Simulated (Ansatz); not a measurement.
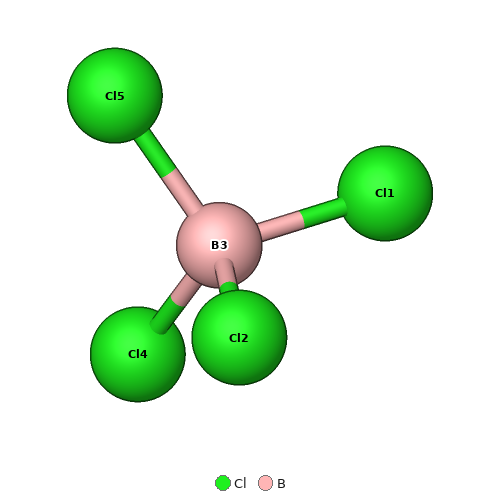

The system is BCl₄, charge −1; the picture shows the reference structure. The first coordinate is: separation of B3 and Cl1 along their line in the relaxed pair; the second: sideways slip of Cl1. Nothing is relaxed (both partners rigid). Grid: 9 × 9 points. Points are written as (first, second). All energies are given in kJ/mol relative to the lowest grid point. The calculation used Ansatz 0.2.0, RKS PBE0-D4/def2-SVPD.

Its coordinates:

```xyz
5

Cl    0.7346   -0.4784   -1.6479
Cl    1.0010   -0.7700    1.3745
B     0.0000    0.0000    0.0000
Cl   -1.7616   -0.6096    0.0965
Cl    0.0261    1.8580    0.1770
```

Range: separation of B3 and Cl1 along their line in the relaxed pair from 1.568 to 4.168 Å; sideways slip of Cl1 from −1.500 to 1.500 Å.

Predict the map.

Answer. The lowest grid point is at (1.941 Å, 0.000 Å). No other kind of well shows on this grid. The highest grid point, (1.568 Å, 1.500 Å), lies 406 kJ/mol above the lowest. Round the minimum the two coordinates are nearly uncoupled.

```csv
"second ↓, first →",1.568,1.709,1.941,2.227,2.553,2.914,3.306,3.725,4.168
1.500,406,320,247,223,233,255,279,298,313
1.125,264,201,159,163,193,230,264,289,308
0.750,149,93,75,105,157,208,250,282,303
0.375,105,34,18,64,131,193,241,277,301
0.000,104,20,0,50,121,187,238,275,300
−0.375,99,30,17,63,130,192,241,277,301
−0.750,107,66,61,100,155,207,250,282,303
−1.125,151,126,122,148,188,228,263,289,308
−1.500,211,191,184,197,222,251,277,298,313
```

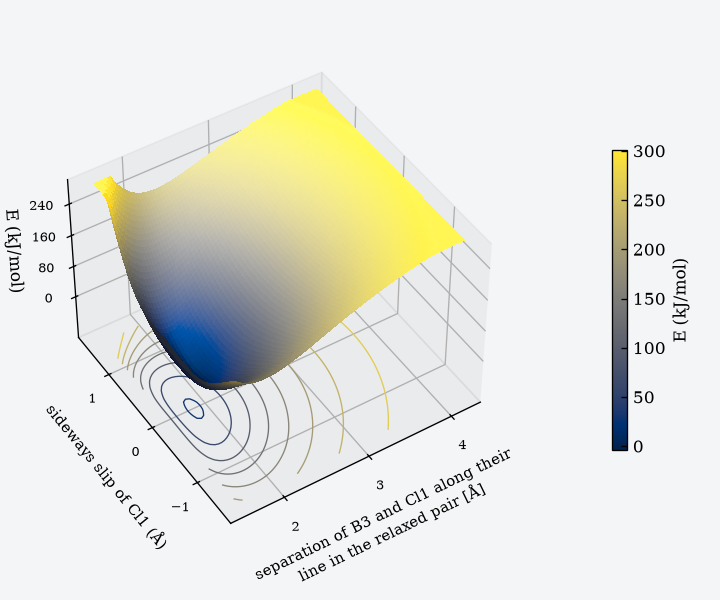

The picture shows a relief with its contours projected below, any walls above the top of the colour scale cut off. Between grid points the surface is interpolated.

Time for the 81 points that were run: 10 min on 1 thread of Arm Neoverse V1, with other jobs on the host.
